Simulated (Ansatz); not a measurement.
## Electronic structure of Cl3FH4NOTa in real space

The calculation's input:

```
crystal:
  periodic: [false, false, false]
  atoms:
    - { symbol: Ta, position_ang: [-0.465883, 0.496763, 0.24354] }
    - { symbol: "N", position_ang: [2.799068, -0.207597, 0.198545] }
    - { symbol: H, position_ang: [3.414932, -0.609272, 0.917217] }
    - { symbol: H, position_ang: [3.272156, -0.300168, -0.709279] }
    - { symbol: Cl, position_ang: [-0.416993, -0.201537, 2.505477] }
    - { symbol: Cl, position_ang: [0.135064, 0.994712, -1.959769] }
    - { symbol: Cl, position_ang: [-2.57011, 1.392615, 0.234657] }
    - { symbol: F, position_ang: [-0.579989, -1.335857, -0.203429] }
    - { symbol: O, position_ang: [0.811777, 1.904438, 0.81286] }
    - { symbol: H, position_ang: [1.01408, 1.974856, 1.766487] }
    - { symbol: H, position_ang: [2.695399, 0.811949, 0.392493] }
basis:
  gaussian: { orbitals: def2-SVP }
hamiltonian:
  xc: pbe
relax:
  f_tol: 0.03
  max_steps: 50
output:
  orbitals: {}
```

Run with:

```sh
ansatz run input.yaml --threads 4 --pin off --max-ram 5120MiB --backend cpu --events-out ev --progress --plain --runs-dir out
```

The fields are those of the run's last geometry, not of the input's.

Core potentials replace the inner electrons of Ta.

Level of theory: RKS PBE/def2-SVP (Ansatz 0.2.0).

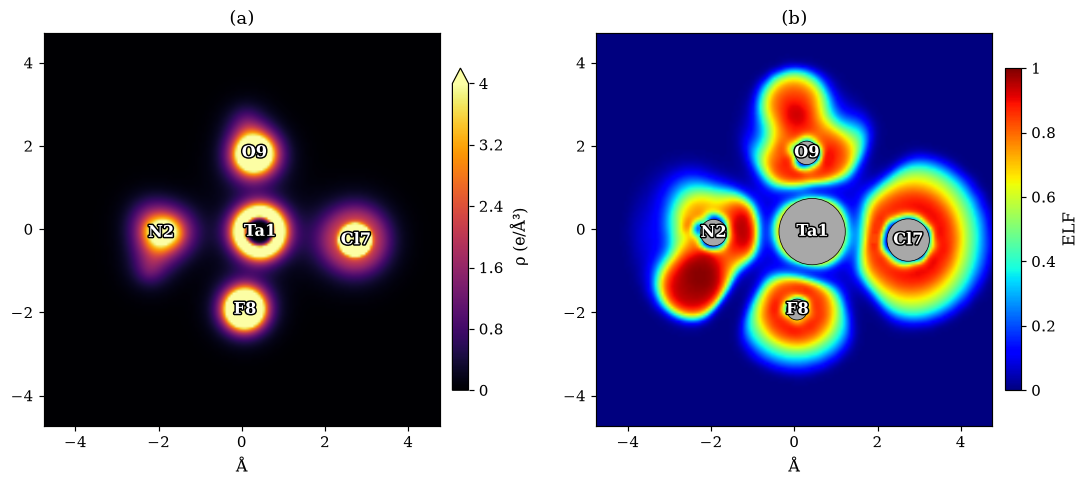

Figure 1. (a) electron density; (b) ELF on the plane of atoms Cl7, Ta1 and O9. Grey discs cover the atomic cores in the ELF map.

Question: Read the bonding off the picture.

Answer:
- The plane passes through Ta, N, Cl, F and O nuclei.
- Ta–O (1.90 Å): the density is about 0.99 e/Å³ at the midpoint; the ELF peaks at about 0.80 in the valence shell of O, 0.5 Å from its nucleus, and drops to about 0.20 between the two atoms.
- Ta–F (1.91 Å): ρ at the midpoint is about 0.92 e/Å³; the ELF peaks at about 0.85 in the valence shell of F, 0.5 Å from its nucleus, and drops to about 0.20 between the two atoms.
- Ta–Cl (2.32 Å): the density is about 0.64 e/Å³ at the midpoint; the ELF peaks at about 0.85 in the valence shell of Cl, 0.9 Å from its nucleus, and is about 0.35 at the midpoint.
- Ta–N (2.37 Å): the density is about 0.41 e/Å³ at the midpoint; the ELF peaks at about 0.95 in the valence shell of N, 0.7 Å from its nucleus, and is about 0.20 at the midpoint.

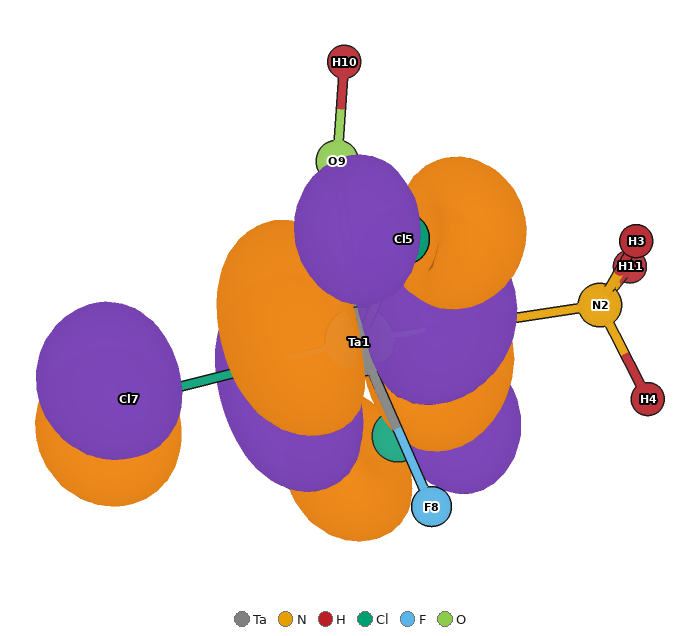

Figure 2. The LUMO at ±0.1 Å⁻³ᐟ² (orange and purple are the two phases), seen across its widest extent.

Question: Where does this orbital lie, and at what energy?

Answer: By Hirshfeld shares it lies mainly on Ta1 (about 65 %), Cl7 (about 15 %), Cl6 (about 10 %) and Cl5 (about 10 %). Its energy is −3.46 eV.

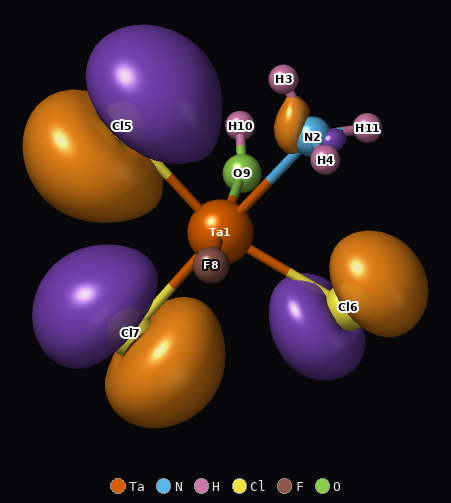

Figure 3. The HOMO−1 at ±0.08 Å⁻³ᐟ² (orange and purple are the two phases), seen at an oblique angle.

Question: What is the character of this orbital?

Answer: It lies mainly on Cl5 (about 45 %), Cl7 (about 35 %) and Cl6 (about 10 %); largely a combination of lone pairs on Cl5, Cl7 and Cl6. Its energy is −7.28 eV.
